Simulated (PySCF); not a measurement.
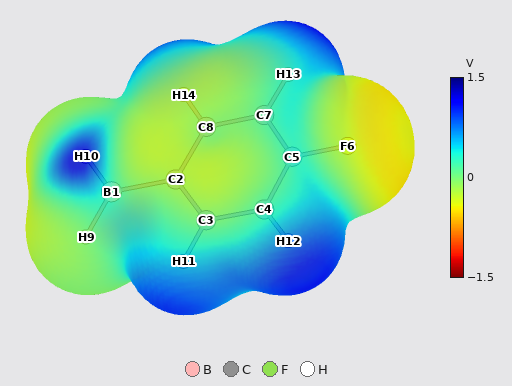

C$_{6}$H$_{6}$BF (SMILES Bc1ccc(F)cc1). The molecular electrostatic potential painted on the density surface at 0.002 e/bohr³, seen at a tilt; the colour scale runs from red (negative) to blue (positive).

Geometry: PBE0-D3(BJ)/def2-SVP.

All numbers below come from PBE0/pcSseg-1, SCF density, gas phase, non-relativistic (PySCF).

```tsv
atom	x (Å)	y (Å)	z (Å)
B	2.3249	-0.2065	-0.6935
C	0.8570	-0.0747	-0.2597
C	0.2870	1.1846	0.0253
C	-1.0373	1.3154	0.4223
C	-1.8106	0.1629	0.5387
F	-3.0766	0.2744	0.9208
C	-1.2991	-1.1038	0.2677
C	0.0276	-1.2091	-0.1282
H	3.0231	0.7769	-0.7939
H	2.7935	-1.2958	-0.9349
H	0.9072	2.0799	-0.0689
H	-1.4865	2.2850	0.6448
H	-1.9482	-1.9750	0.3727
H	0.4436	-2.1967	-0.3439
```

Describe the electrostatic potential map.

The most negative region (about −0.5 V) lies over F6, the most positive (about +1.2 V) over B1, H12 and H13.

What dipole moment does the calculation give?

Its dipole moment is 0.44 D.
